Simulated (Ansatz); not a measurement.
# BH3NO with multiplicity 2: shift of H5 from B2 to O3, part 2 of 2

Wanted: the energy profile along the shift of H5 from B2 to O3, from relaxed end points and a band of images. SMILES of the start: [NH]BO.

Ansatz 0.2.0; UKS PBE-D4/def2-SVP.

## 8. Another band, settings changed

crystal.atoms is end A as relaxed above, and neb.final_atoms is end B, turned to lie on A. With 8 inner images the band has 10 in all. The start path is listed, through a guess of the saddle.

input.yaml reads:

```yaml
crystal:
  periodic: [false, false, false]
  atoms:
    - { symbol: "N", position_ang: [-1.142733, 0.10744, -0.188004] }
    - { symbol: B, position_ang: [0.265444, 0.224125, -0.20058] }
    - { symbol: O, position_ang: [1.114173, -0.083962, 0.830887] }
    - { symbol: H, position_ang: [-1.642364, -0.520253, -0.834104] }
    - { symbol: H, position_ang: [0.769809, 0.768161, -1.183834] }
    - { symbol: H, position_ang: [0.635671, -0.49551, 1.575634] }
magnetization:
  spin_polarized: true
  initial_magnetization: 1
basis:
  gaussian: { orbitals: def2-SVP }
hamiltonian:
  xc: pbe
  dispersion: d4
neb:
  order_check: false
  images: 8
  f_tol: 0.05
  max_iterations: 60
  climbing: false
  final_atoms:
    - { symbol: "N", position_ang: [-1.16973253, -0.29115945, -0.13665799] }
    - { symbol: B, position_ang: [-0.0325327, -0.2513985, -0.8057328] }
    - { symbol: O, position_ang: [1.18273622, 0.00625756, 0.29831195] }
    - { symbol: H, position_ang: [-2.09208621, -0.47140143, -0.53492379] }
    - { symbol: H, position_ang: [1.58045744, 0.88905498, 0.12997014] }
    - { symbol: H, position_ang: [0.53115777, 0.11864783, 1.04903149] }
  initial_path:
    images:
      - { positions_ang: [[-1.142733, 0.10744, -0.188004], [0.265444, 0.224125, -0.20058], [1.114173, -0.083962, 0.830887], [-1.642364, -0.520253, -0.834104], [0.769809, 0.768161, -1.183834], [0.635671, -0.49551, 1.575634]] }
      - { positions_ang: [[-1.15613546, 0.01835273, -0.20039734], [0.21981699, 0.20752738, -0.22510473], [1.10514368, -0.03888356, 0.77431551], [-1.71977742, -0.47473468, -0.8388612], [0.86581374, 0.73943089, -1.04858933], [0.68513847, -0.45169176, 1.53863608]] }
      - { positions_ang: [[-1.16953792, -0.07073454, -0.21279067], [0.17418999, 0.19092976, -0.24962946], [1.09611435, 0.00619489, 0.71774402], [-1.79719084, -0.42921636, -0.8436184], [0.96181849, 0.71070078, -0.91334466], [0.73460593, -0.40787353, 1.50163817]] }
      - { positions_ang: [[-1.18294039, -0.15982182, -0.22518401], [0.12856298, 0.17433214, -0.27415419], [1.08708503, 0.05127333, 0.66117254], [-1.87460425, -0.38369804, -0.84837559], [1.05782323, 0.68197068, -0.7781], [0.7840734, -0.36405529, 1.46464025]] }
      - { positions_ang: [[-1.19634285, -0.24890909, -0.23757734], [0.08293597, 0.15773452, -0.29867893], [1.0780557, 0.09635177, 0.60460105], [-1.95201767, -0.33817972, -0.85313279], [1.15382798, 0.65324057, -0.64285533], [0.83354087, -0.32023706, 1.42764234]] }
      - { positions_ang: [[-1.1993428, -0.29319791, -0.23187223], [0.04982745, 0.10489857, -0.36591813], [1.08567384, 0.10637617, 0.54542604], [-2.00198681, -0.33275176, -0.81989054], [1.24390003, 0.66667323, -0.49687709], [0.82192829, -0.2519973, 1.36913095]] }
      - { positions_ang: [[-1.19194023, -0.2926883, -0.20806867], [0.02923741, 0.01582431, -0.4758718], [1.10993943, 0.08134652, 0.48364752], [-2.02451166, -0.36741418, -0.74864886], [1.32803938, 0.72226867, -0.34016528], [0.74923566, -0.15933602, 1.28910608]] }
      - { positions_ang: [[-1.18453766, -0.29217868, -0.18426511], [0.00864738, -0.07324996, -0.58582546], [1.13420503, 0.05631686, 0.421869], [-2.04703651, -0.4020766, -0.67740717], [1.41217873, 0.77786411, -0.18345347], [0.67654303, -0.06667473, 1.20908122]] }
      - { positions_ang: [[-1.17713509, -0.29166907, -0.16046155], [-0.01194266, -0.16232423, -0.69577913], [1.15847063, 0.03128721, 0.36009047], [-2.06956136, -0.43673902, -0.60616548], [1.49631808, 0.83345955, -0.02674167], [0.6038504, 0.02598655, 1.12905635]] }
      - { positions_ang: [[-1.16973253, -0.29115945, -0.13665799], [-0.0325327, -0.2513985, -0.8057328], [1.18273622, 0.00625756, 0.29831195], [-2.09208621, -0.47140143, -0.53492379], [1.58045744, 0.88905498, 0.12997014], [0.53115777, 0.11864783, 1.04903149]] }
```

Started as:

```
$ ansatz run input.yaml --threads 1 --pin off --max-ram 2048MiB --backend cpu --events-out ev --progress --plain --runs-dir out
```

Standard output (excerpt; [...] marks lines left out):

```text
Warning: RAYON_NUM_THREADS=1 ignored (pool sized by the plan → 1); use --threads N
[...]
Functional definition: PBE
[...]
643 factors; their error is unknown
[...]
mean field -4253.75216855 eV, -156.3225088975 hartree, gradient 4.7e-5 eV, S^2 0.753243; 0 other end points of the search recorded, 0 dependent functions left out
[...]
reference -4253.75219672 eV, -156.3225099326 hartree; 12, 11 occupied and 45, 46 virtual orbitals, 643 factors
643 factors; their error is unknown
[...]
Atom 2 at     1.172281    -0.099377     0.394702 Å, force     0.028696     0.336551    -0.207952 eV/Å
Atom 3 at    -2.150551    -0.357347    -0.855941 Å, force    -0.048785    -0.078562     0.069767 eV/Å
Atom 4 at     1.458194     0.728784    -0.113653 Å, force     0.426541    -0.207000     0.459011 eV/Å
Atom 5 at     1.029196     0.170875     1.342449 Å, force    -0.083893    -0.023701    -0.101648 eV/Å
Dipole moment:     0.537196     0.350933     0.378697 e Å
this run last wrote the band of iteration 18 to <dir>
```

Run time: 3.8 min. Hardware: 1 thread of Arm Neoverse V1, shared host; peak memory 0.12 GiB.

## 9. What the band shows

The 8 inner images lie between the fixed ends 0 and 9. Energy is taken from image 0, and the path length is the program's own coordinate along the band.

```
image  path (Å)  energy (eV)  H5–B2 (Å)  H5–O3 (Å)  band force (eV/Å)
    0     0.000       0.0000       1.23       2.21                  -
    1     0.515       0.1192       1.24       2.22              0.011
    2     1.030       0.3298       1.26       2.25              0.017
    3     1.546       0.3395       1.26       2.32              0.012
    4     2.061       0.2668       1.24       2.23              0.039
    5     2.575       1.0896       1.29       1.90              0.029
    6     3.090       2.3006       1.52       1.45              0.034
    7     3.605       2.3613       1.80       1.01              0.017
    8     4.119       2.1015       2.11       0.98              0.008
    9     4.633       2.0452       2.19       0.98                  -
```

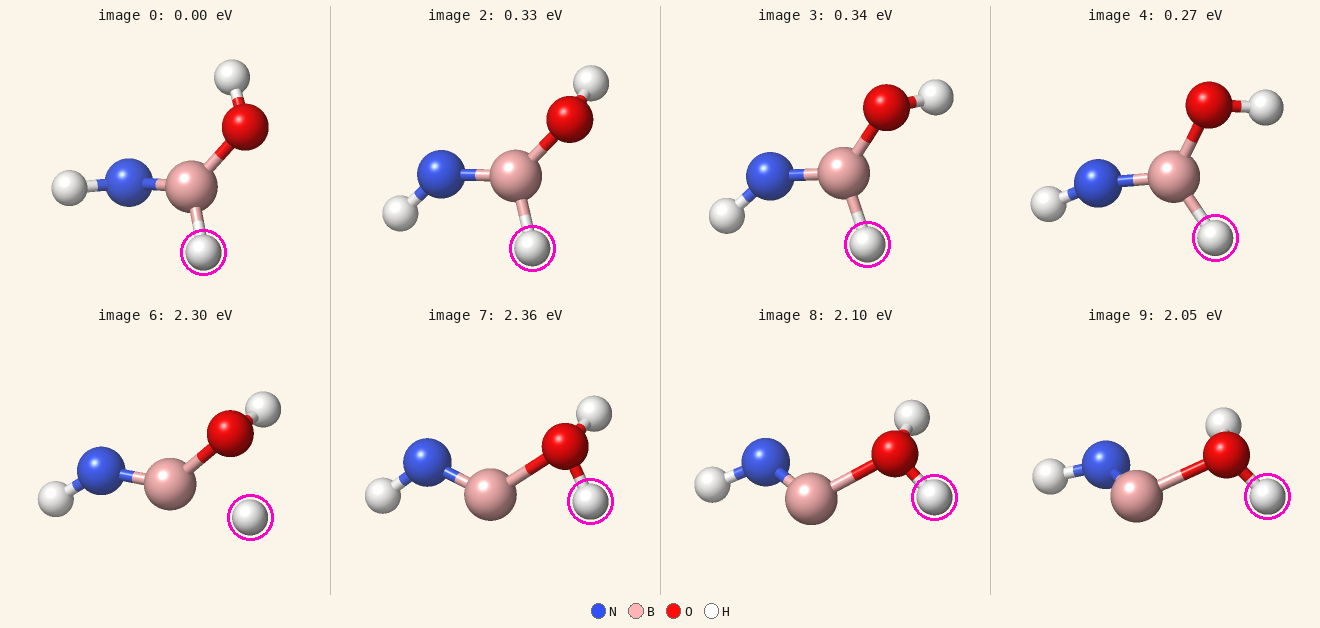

The images of the last band, seen from a free direction. Ringed: H5. Sticks join atoms closer than a bonding distance in each image.

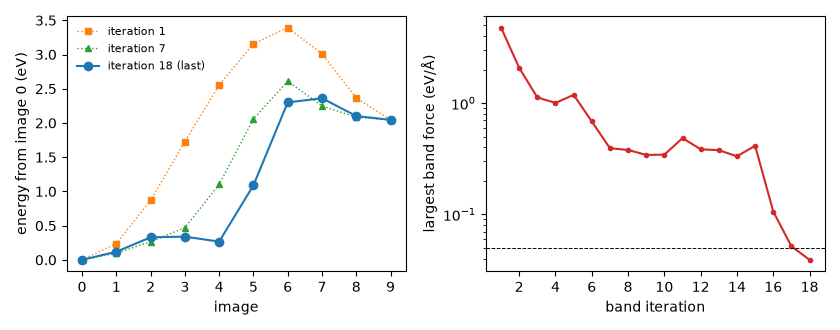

Left: energy of each image for early iterations and the last one (lines only join the points; early values far above the last band run off the scale). Right: the largest band force by iteration, with the threshold dashed.

## 10. Dynamics from the top

It starts at the highest inner image of the first converged band: 200 steps of 0.5 fs at constant energy, with velocities drawn for 300 K.

input.yaml reads:

```yaml
crystal:
  periodic: [false, false, false]
  atoms:
    - { symbol: "N", position_ang: [-1.265194, -0.471732, -0.340468] }
    - { symbol: B, position_ang: [-0.082846, 0.063471, -0.399602] }
    - { symbol: O, position_ang: [1.216887, -0.190126, 0.431742] }
    - { symbol: H, position_ang: [-2.125114, -0.26367, -0.842598] }
    - { symbol: H, position_ang: [1.257471, 0.785162, -0.210388] }
    - { symbol: H, position_ang: [0.998795, 0.076895, 1.361312] }
magnetization:
  spin_polarized: true
  initial_magnetization: 1
basis:
  gaussian: { orbitals: def2-SVP }
hamiltonian:
  xc: pbe
  dispersion: d4
md:
  timestep: 0.5
  n_steps: 200
  ensemble: nve
  temperature: 300.0
  initial_velocities: maxwell_boltzmann
  seed: 5810
```

Started as:

```
$ ansatz run input.yaml --threads 1 --pin off --max-ram 2048MiB --backend cpu --events-out ev --progress --plain --runs-dir out
```

Standard output (excerpt; [...] marks lines left out):

```text
Warning: RAYON_NUM_THREADS=1 ignored (pool sized by the plan → 1); use --threads N
[...]
Functional definition: PBE
[...]
643 factors; their error is unknown
[...]
mean field -4251.15652406 eV, -156.2271207217 hartree, gradient 1.4e-5 eV, S^2 0.752163; 0 other end points of the search recorded, 0 dependent functions left out
[...]
reference -4251.15655419 eV, -156.2271218293 hartree; 12, 11 occupied and 45, 46 virtual orbitals, 643 factors
[...]
md step    75: t =    37.50 fs  T =  2231.0 K  F+E_penalty+E_count = -4252.21835873 eV  E_kin = 1.153536 eV  conserved = -4251.06482302 eV  (34 SCF iters, 3 dispersion substeps)
[...]
md step    99: t =    49.50 fs  T =  2350.0 K  F+E_penalty+E_count = -4252.28237062 eV  E_kin = 1.215066 eV  conserved = -4251.06730499 eV  (32 SCF iters, 3 dispersion substeps)
md step   100: t =    50.00 fs  T =  2395.7 K  F+E_penalty+E_count = -4252.30580446 eV  E_kin = 1.238655 eV  conserved = -4251.06714900 eV  (32 SCF iters, 3 dispersion substeps)
```

## 11. More of the same log: dynamics from the highest image of the converged band

Output, continued (excerpt; [...] marks lines left out):

```text
md step   101: t =    50.50 fs  T =  2381.4 K  F+E_penalty+E_count = -4252.29793158 eV  E_kin = 1.231271 eV  conserved = -4251.06666098 eV  (31 SCF iters, 3 dispersion substeps)
[...]
md step   126: t =    63.00 fs  T =  2354.2 K  F+E_penalty+E_count = -4252.28137916 eV  E_kin = 1.217239 eV  conserved = -4251.06414064 eV  (32 SCF iters, 3 dispersion substeps)
[...]
Atom 2 at     1.220827    -0.316984     0.557296 Å, force    -2.576467     1.656698    -3.390691 eV/Å
Atom 3 at    -1.662121     0.451052    -0.842668 Å, force    -0.993608    -1.499044    -0.365263 eV/Å
Atom 4 at    -1.794683    -1.189665    -0.251856 Å, force    -0.093949    -0.411368     0.627285 eV/Å
Atom 5 at     1.407534    -0.837772    -0.306911 Å, force    -0.028799     0.504140     1.666823 eV/Å
Dipole moment:    -0.365138    -0.186407    -0.230925 e Å
```

It took 5.1 min on 1 thread of Arm Neoverse V1, shared host; peak memory 0.1 GiB.

## 12. The trajectory

The trajectory, every 15 steps (energies from step 0):

```
time (fs)  T (K)  potential energy change (meV/atom)  total energy change (meV/atom)  H5–B2 (Å)  H5–O3 (Å)
      0.0    300                                 0.0                            0.00       1.53       1.17
      7.5    120                                15.6                            0.12       1.49       1.21
     15.0     80                                19.1                            0.10       1.42       1.24
     22.5    682                               -32.8                            0.09       1.34       1.45
     30.0   3447                              -271.4                           -0.20       1.42       2.20
     37.5   2231                              -166.4                            0.03       1.61       2.77
     45.0   1036                               -63.3                            0.10       1.29       2.64
     52.5   2056                              -151.2                            0.16       1.57       2.67
     60.0   3189                              -249.4                           -0.40       2.19       3.00
     67.5   3845                              -305.9                           -0.44       2.60       3.38
     75.0   3106                              -241.6                            0.18       2.14       3.02
     82.5   1252                               -81.9                            0.18       1.66       2.49
     90.0   4269                              -342.9                           -0.92       1.85       2.79
     97.5   3052                              -237.7                           -0.50       2.26       3.15
    100.0   2418                              -183.9                           -1.40       2.45       3.24
```

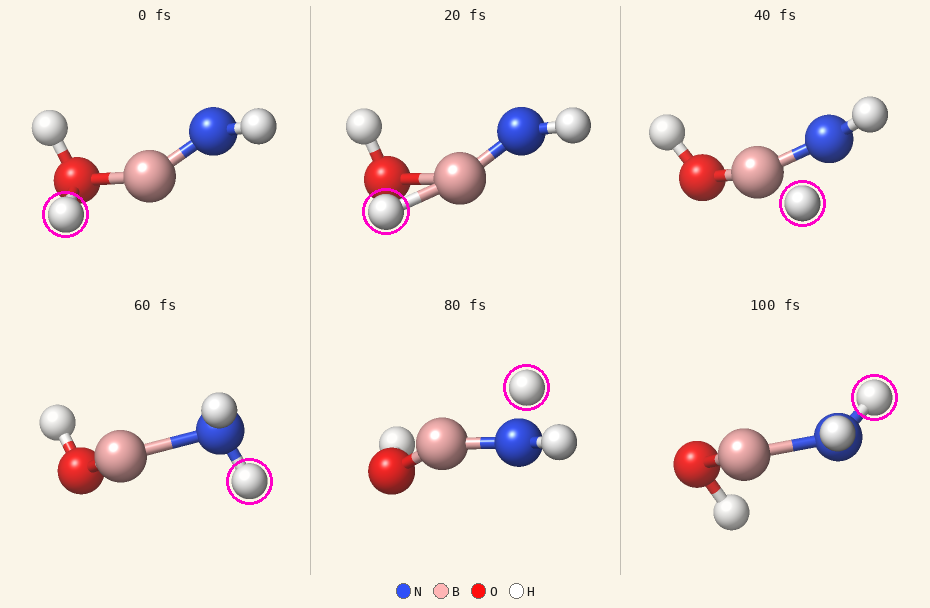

The system at six times, viewed from a chosen angle. Sticks join atoms within a bonding distance in each frame.

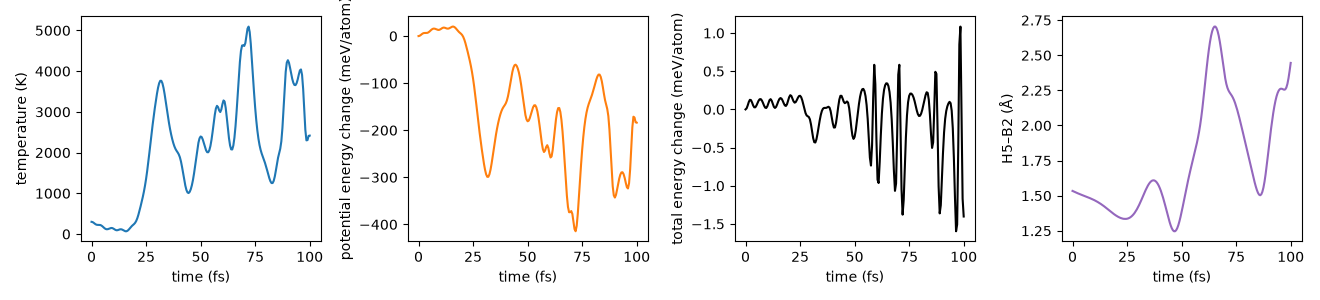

Traces against time; each panel has its own scale.

Bonds that form or break, judged by distance (formed within 1.15 times the sum of covalent radii and held on average over 12 fs, broken when stretched by half; pairs already stretched at the start don't count as bonds):

```
time (fs)   bond  event
     56.5  N1–H5  forms
```

The last frame stands with a bonding of neither end.

## 13. A trajectory let go at the top

It starts at the highest inner image of the first converged band: 200 steps of 0.5 fs at constant energy, with velocities drawn for 100 K.

Changes to input.yaml since step 10:

```diff
@@ -21,4 +21,4 @@
   ensemble: nve
-  temperature: 300.0
+  temperature: 100.0
   initial_velocities: maxwell_boltzmann
-  seed: 5810
+  seed: 5811
```

Started as:

```
$ ansatz run input.yaml --threads 1 --pin off --max-ram 2048MiB --backend cpu --events-out ev --progress --plain --runs-dir out
```

Standard output (excerpt; [...] marks lines left out):

```text
Warning: RAYON_NUM_THREADS=1 ignored (pool sized by the plan → 1); use --threads N
[...]
Functional definition: PBE
[...]
643 factors; their error is unknown
[...]
mean field -4251.15652406 eV, -156.2271207217 hartree, gradient 1.4e-5 eV, S^2 0.752163; 0 other end points of the search recorded, 0 dependent functions left out
[...]
reference -4251.15655419 eV, -156.2271218293 hartree; 12, 11 occupied and 45, 46 virtual orbitals, 643 factors
[...]
md step    75: t =    37.50 fs  T =  1572.8 K  F+E_penalty+E_count = -4251.98194376 eV  E_kin = 0.813219 eV  conserved = -4251.16872526 eV  (33 SCF iters, 3 dispersion substeps)
[...]
md step    99: t =    49.50 fs  T =  2378.3 K  F+E_penalty+E_count = -4252.39716335 eV  E_kin = 1.229674 eV  conserved = -4251.16748948 eV  (32 SCF iters, 3 dispersion substeps)
md step   100: t =    50.00 fs  T =  2446.7 K  F+E_penalty+E_count = -4252.43236008 eV  E_kin = 1.265045 eV  conserved = -4251.16731539 eV  (32 SCF iters, 3 dispersion substeps)
```

## 14. More of the same log: dynamics from the highest image of the converged band

The log, continued (excerpt; [...] marks lines left out):

```text
md step   101: t =    50.50 fs  T =  2581.1 K  F+E_penalty+E_count = -4252.50199327 eV  E_kin = 1.334552 eV  conserved = -4251.16744175 eV  (32 SCF iters, 3 dispersion substeps)
[...]
md step   126: t =    63.00 fs  T =  3164.3 K  F+E_penalty+E_count = -4252.80964401 eV  E_kin = 1.636063 eV  conserved = -4251.17358090 eV  (29 SCF iters, 3 dispersion substeps)
[...]
Atom 2 at     1.086750    -0.462838     0.484594 Å, force    -0.447757     4.167544    -1.584339 eV/Å
Atom 3 at    -1.279997    -0.062311    -1.440955 Å, force    -1.637890    -0.825482     0.211752 eV/Å
Atom 4 at    -1.762950    -1.068386     0.125254 Å, force     1.541288     1.699365    -1.733808 eV/Å
Atom 5 at     1.784911     0.249341     0.390888 Å, force     0.527410    -1.124457     0.778981 eV/Å
Dipole moment:    -0.065940     0.036404    -0.103702 e Å
```

Wall time 5.1 min (1 thread of Arm Neoverse V1, shared host); peak memory 0.1 GiB.

## 15. Frames and traces

The trajectory, every 8 steps (energies from step 0):

```
time (fs)  T (K)  potential energy change (meV/atom)  total energy change (meV/atom)  H5–B2 (Å)  H5–O3 (Å)
      0.0    100                                 0.0                            0.00       1.53       1.17
      4.0     59                                 3.5                            0.02       1.58       1.21
      8.0     45                                 4.8                            0.02       1.58       1.22
     12.0     66                                 3.0                            0.03       1.53       1.21
     16.0    139                                -3.3                            0.07       1.46       1.25
     20.0    774                               -58.0                            0.10       1.41       1.44
     24.0   2353                              -194.2                           -0.07       1.41       1.84
     28.0   3590                              -301.1                           -0.39       1.49       2.36
     32.0   2763                              -229.6                           -0.12       1.60       2.75
     36.0   1774                              -144.3                           -0.04       1.58       2.88
     40.0   1247                               -99.0                           -0.20       1.36       2.75
     44.0   1250                               -98.9                            0.17       1.25       2.61
     48.0   2465                              -204.0                           -0.16       1.62       2.81
     52.0   3292                              -275.5                           -0.35       1.93       2.99
     56.0   4104                              -345.8                           -0.80       2.25       3.26
     60.0   2791                              -231.8                            0.16       2.60       3.60
     64.0   2953                              -246.4                           -0.59       2.42       3.42
     68.0   2619                              -217.3                           -0.25       2.41       3.30
     72.0   3088                              -257.6                           -0.08       2.27       3.00
     76.0   3559                              -298.5                           -0.43       1.79       2.41
     80.0   1992                              -162.8                            0.20       1.58       2.05
     84.0   3920                              -329.7                           -0.46       1.70       2.19
     88.0   4014                              -337.7                           -0.44       2.06       2.68
     92.0   2419                              -199.7                            0.11       2.39       3.03
     96.0   2638                              -218.8                           -0.06       2.37       2.98
    100.0   2902                              -241.5                           -0.05       2.45       2.94
```

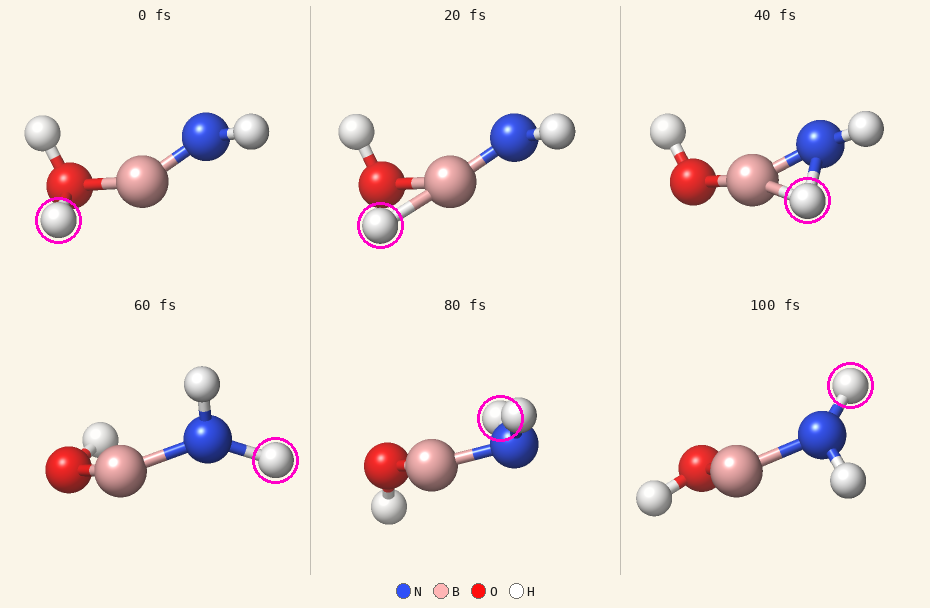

Six frames of the run, seen from a chosen angle. Sticks join atoms within a bonding distance in each frame.

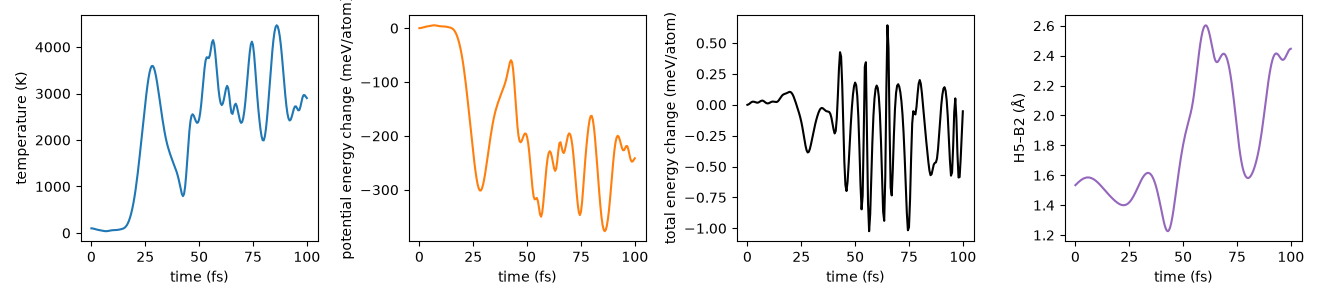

Traces against time; each panel has its own scale.

Bonds that form or break, judged by distance (formed within 1.15 times the sum of covalent radii and held on average over 12 fs, broken when stretched by half; pairs already stretched at the start don't count as bonds):

```
time (fs)   bond  event
     42.0  N1–H5  forms
```

The last frame stands with a bonding of neither end.

## 16. What came out

What follows sums up all 2 parts.

| quantity | value |
| --- | --- |
| end A | 10 moves, 0.226 eV lower |
| end B | 13 moves, 1.189 eV lower |
| first band: barrier forwards | 2.592 eV |
| first band: barrier backwards | 0.546 eV |
| first band: second end relative to first | +2.045 eV |
| first band: highest image | 4 of 0 to 6, climbing |
| first band: band iterations | 28 |
| imaginary modes at the top | 1223i cm⁻¹ |
| second band | top 2.361 eV above image 0, 18 iterations, 8 inner images, none climbing |
| time, first and second band | 3.5 min and 3.8 min |
| trajectory at 300 K, after 100 fs | with a bonding of neither end, at 2418 K |
| trajectory at 100 K, after 100 fs | with a bonding of neither end, at 2902 K |

What this shows: In the first band: along this path the system climbs 2.59 eV from the first end (100 kT at 300 K). The second end lies 2.05 eV above the first, so the way back costs 0.55 eV. Image 2 sits in a dip between two rises: the path passes through another minimum, and each half would need a band of its own. By distance, end A alone has B2–H5 and end B alone has O3–H5. One imaginary mode, as a first-order saddle point has. The second band's top lies 230 meV below the first's, as a band that doesn't climb stops under the top. Zero-point energy and entropy are left out. Tunnelling, which matters where hydrogen moves, is missing too. Semilocal functionals tend to give barriers that are too low.
